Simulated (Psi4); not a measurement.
# Si2H4F2 (SMILES F[SiH2][SiH2]F) at HSE06/6-31G(d) (spherical functions)

What is the vertical singlet–triplet gap of Si2H4F2 at HSE06/6-31G* (spherical functions)? 

The results are computed with Psi4 1.11.

1 further run of the same task is left out (set aside as unsound or not needed).

### Step 1. The structure to begin with

Si2H4F2 has 8 atoms, charge 0, and is taken as a singlet. As SMILES, `F[SiH2][SiH2]F`. The coordinates come from a PBE0-D4/def2-TZVP relaxation. This is one conformer, not always the lowest.

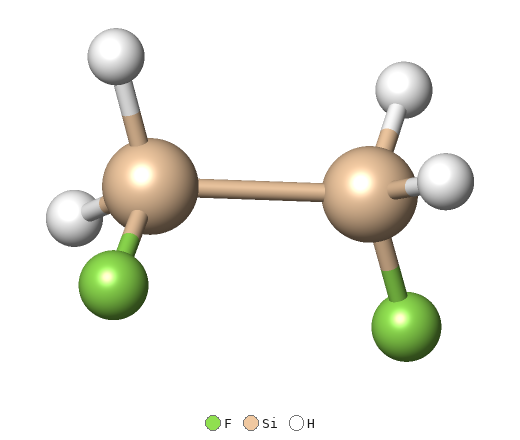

Viewed from a chosen angle; fluorine green, silicon light orange, hydrogen white.

### Step 2. Energy and forces at HSE06/6-31G(d) (spherical functions)

The input, job.py:

```python
import psi4

psi4.set_memory(2200000000)
psi4.set_num_threads(1)
psi4.set_output_file('run.log', False)

molecule = psi4.geometry("""
0 1
F     -1.934800     1.205800    -0.274500
Si    -0.357800     1.128100     0.012400
Si     0.358600    -1.109600     0.044100
F      0.281000    -1.742000    -1.428800
H      0.340100     1.914200    -1.037000
H     -0.099800     1.743700     1.341600
H      1.774800    -1.164000     0.495400
H     -0.477100    -1.941900     0.946800
symmetry c1
""")

options = {'basis': '6-31G*', 'puream': True, 'e_convergence': 1e-09, 'd_convergence': 1e-08, 'scf_type': 'pk', 'dft_radial_points': 99, 'dft_spherical_points': 590}
psi4.set_options(options)

E, wfn = psi4.gradient('hse06', return_wfn=True)
psi4.oeprop(wfn, 'LOWDIN_CHARGES', 'MULLIKEN_CHARGES', 'DIPOLE', title='HSE06')
print('gradient / Eh bohr^-1')
print(E.np.round(6))
print(f'energy = {wfn.energy():.10f} Eh')
for k, v in sorted(psi4.core.scalar_variables().items()):
    print(f'{k:45s} {v:18.10f}')
```

Command:

```console
$ python job.py
```

run.log:

```text
[...]
  Running in c1 symmetry.
[...]
  Nuclear repulsion =  221.605031983874795
[...]
  Multiplicity = 1
[...]
  Nalpha       = 25
  Nbeta        = 25
[...]
    Number of basis functions: 72
[...]
   @RKS iter   1:  -780.65949768830319   -5.20799e-01   6.43533e-03 DIIS/ADIIS
[...]
   @RKS iter  10:  -780.73839080009759   -1.47793e-12   9.83361e-09 DIIS
[...]
  @RKS Final Energy:  -780.73839080009759
   => Energetics <=
    Nuclear Repulsion Energy =            221.6050319838747953
    One-Electron Energy =               -1525.5388948064894521
    Two-Electron Energy =                 572.3801876721245208
    DFT Exchange-Correlation Energy =     -49.1847156496074618
    Empirical Dispersion Energy =           0.0000000000000000
    VV10 Nonlocal Energy =                  0.0000000000000000
    Total Energy =                       -780.7383908000975907
[...]
  -Total Gradient:
     Atom            X                  Y                   Z
    ------   -----------------  -----------------  -----------------
       1        0.010176100503    -0.000331485038     0.001675666050
       2       -0.007243925810     0.003551790647    -0.001362415868
       3        0.000537432162    -0.005798842360    -0.005705909013
       4        0.000388105836     0.003861330683     0.009537320389
       5       -0.001791341258    -0.000613298080     0.000671864998
       6       -0.001353347533    -0.000448536991    -0.001433803359
       7       -0.001351351542    -0.000458811159    -0.001442915303
       8        0.000667763646     0.000247765077    -0.001908405174
[...]
 Multipole Moments:
 ------------------------------------------------------------------------------------
     Multipole            Electronic (a.u.)      Nuclear  (a.u.)        Total (a.u.)
 ------------------------------------------------------------------------------------
 L = 1.  Multiply by 2.5417464519 to convert [e a0] to [Debye]
 Dipole X            :         -3.0967494            3.5828033            0.4860539
 Dipole Y            :         -1.0380458            1.2010570            0.1630112
 Dipole Z            :         -3.2932029            3.8103377            0.5171347
 Magnitude           :                                                    0.7281822
[...]
  Mulliken Charges: (a.u.)
   Center  Symbol    Alpha    Beta     Spin     Total
       1     F     4.70266  4.70266  0.00000 -0.40531
       2    SI     6.71378  6.71378  0.00000  0.57245
       3    SI     6.71378  6.71378  0.00000  0.57243
       4     F     4.70266  4.70266  0.00000 -0.40532
       5     H     0.53822  0.53822  0.00000 -0.07644
       6     H     0.54534  0.54534  0.00000 -0.09069
       7     H     0.54534  0.54534  0.00000 -0.09069
       8     H     0.53821  0.53821  0.00000 -0.07643
   Total alpha = 25.00000, Total beta = 25.00000, Total charge =  0.00000
[...]
```

The script printed:

```text
gradient / Eh bohr^-1
[[ 0.010176 -0.000331  0.001676]
 [-0.007244  0.003552 -0.001362]
 [ 0.000537 -0.005799 -0.005706]
 [ 0.000388  0.003861  0.009537]
 [-0.001791 -0.000613  0.000672]
 [-0.001353 -0.000449 -0.001434]
 [-0.001351 -0.000459 -0.001443]
 [ 0.000668  0.000248 -0.001908]]
energy = -780.7383908001 Eh
CURRENT ENERGY                                   -780.7383908001
CURRENT REFERENCE ENERGY                         -780.7383908001
DD SOLVATION ENERGY                                 0.0000000000
DFT FUNCTIONAL TOTAL ENERGY                      -780.7383908001
DFT TOTAL ENERGY                                 -780.7383908001
DFT VV10 ENERGY                                     0.0000000000
DFT XC ENERGY                                     -49.1847156496
GRID ELECTRONS ALPHA                               24.9999997456
GRID ELECTRONS BETA                                24.9999997456
GRID ELECTRONS TOTAL                               49.9999994912
NUCLEAR REPULSION ENERGY                          221.6050319839
ONE-ELECTRON ENERGY                             -1525.5388948065
PCM POLARIZATION ENERGY                             0.0000000000
PE ENERGY                                           0.0000000000
SCF ITERATION ENERGY                             -780.7383908001
SCF ITERATIONS                                     10.0000000000
SCF TOTAL ENERGY                                 -780.7383908001
TWO-ELECTRON ENERGY                               572.3801876721
XC GRID RADIAL POINTS                              99.0000000000
XC GRID SPHERICAL POINTS                          590.0000000000
XC GRID TOTAL POINTS                           444796.0000000000
```

It took 36 s on 1 thread of Intel Xeon Platinum 8488C (Sapphire Rapids), shared host; peak memory 1 GiB.

### Step 3. The triplet at the same level

The input, job.dat:

```
memory 2200 mb

molecule system {
  0 3
  F
  Si 1 1.604767
  Si 2 2.349795 1 110.37254
  F 3 1.604801 2 110.37389 1 69.08474
  H 2 1.485348 1 108.04679 3 122.43957
  H 2 1.48738 5 109.31878 1 -117.38206
  H 3 1.487365 4 108.06599 2 -119.37581
  H 3 1.485256 7 109.31945 4 117.36461
  units angstrom
  symmetry c1
  no_reorient
  no_com
}

set globals {
  reference            uks
  puream               true
  e_convergence        1e-09
  d_convergence        1e-08
  scf_type             pk
  dft_radial_points    99
  dft_spherical_points 590
  maxiter              100
}

e, wfn = gradient("hse06/6-31G*", return_wfn=True)
```

Command:

```console
$ psi4 -n 1 job.dat job.out
```

job.out, shortened:

```text
[...]
  Running in c1 symmetry.
[...]
  Nuclear repulsion =  221.605023149629432
[...]
  Multiplicity = 3
[...]
  Nalpha       = 26
  Nbeta        = 24
[...]
    Number of basis functions: 72
[...]
   @UKS iter   1:  -780.45628562779007   -3.17587e-01   6.26682e-03 ADIIS/DIIS
[...]
   @UKS iter  13:  -780.53347246181556   -6.70752e-12   9.68635e-09 DIIS
[...]
   @S^2 Observed:                2.002269584E+00
[...]
  @UKS Final Energy:  -780.53347246181556
   => Energetics <=
    Nuclear Repulsion Energy =            221.6050231496294316
    One-Electron Energy =               -1524.2496535132092959
    Two-Electron Energy =                 571.2243398490693380
    DFT Exchange-Correlation Energy =     -49.1131819473050228
    Empirical Dispersion Energy =           0.0000000000000000
    VV10 Nonlocal Energy =                  0.0000000000000000
    Total Energy =                       -780.5334724618155633
[...]
 Multipole Moments:
 ------------------------------------------------------------------------------------
     Multipole            Electronic (a.u.)      Nuclear  (a.u.)        Total (a.u.)
 ------------------------------------------------------------------------------------
 L = 1.  Multiply by 2.5417464519 to convert [e a0] to [Debye]
 Dipole X            :          2.5651311           -3.0426810           -0.4775499
 Dipole Y            :         -1.2972677            1.5388745            0.2416068
 Dipole Z            :         -3.4936858            4.1438687            0.6501829
 Magnitude           :                                                    0.8421197
[...]
  -Total Gradient:
     Atom            X                  Y                   Z
    ------   -----------------  -----------------  -----------------
       1        0.007184732766     0.000400181794     0.013595702812
       2       -0.002705681438    -0.016854928568    -0.007027890946
       3        0.012556889986     0.011846256300    -0.006454731839
       4       -0.014584380670     0.003342627886    -0.003497511335
       5       -0.004429834608     0.010300554348    -0.009576029948
       6        0.008972728956     0.001387432182     0.011413059938
       7       -0.013646422395     0.000973210487    -0.005050839578
       8        0.006641403937    -0.011390166346     0.006612533794
[...]
```

Run time: 52 s. Hardware: 1 thread of Intel Xeon Platinum 8488C (Sapphire Rapids), shared host; peak memory 1 GiB.

### Step 4. Results

Level: HSE06/6-31G* (spherical functions).

| quantity | value |
| --- | --- |
| singlet: total energy | -780.73839 Eh |
| singlet: dipole moment | 1.85 D |
| singlet: HOMO energy | -7.87 eV |
| singlet: LUMO energy | -0.94 eV |
| singlet: HOMO–LUMO gap | 6.93 eV |
| singlet: largest force on an atom | 0.531 eV/Å |
| triplet: total energy | -780.53347 Eh |
| triplet: dipole moment | 2.14 D |
| triplet: HOMO energy (highest over α and β) | -2.66 eV |
| triplet: ⟨S²⟩ | 2.002 |
| triplet: largest force on an atom | 0.949 eV/Å |
| vertical energy of the triplet above the singlet | 5.576 eV |

What this shows: At this shape the triplet lies 5.58 eV (129 kcal/mol) above the singlet. The largest force (singlet) is 0.53 eV/Å: the shape isn't a stationary point for this species at this level. Mulliken charges (singlet) run from -0.41 on F4 to +0.57 on Si2; they depend strongly on the basis.
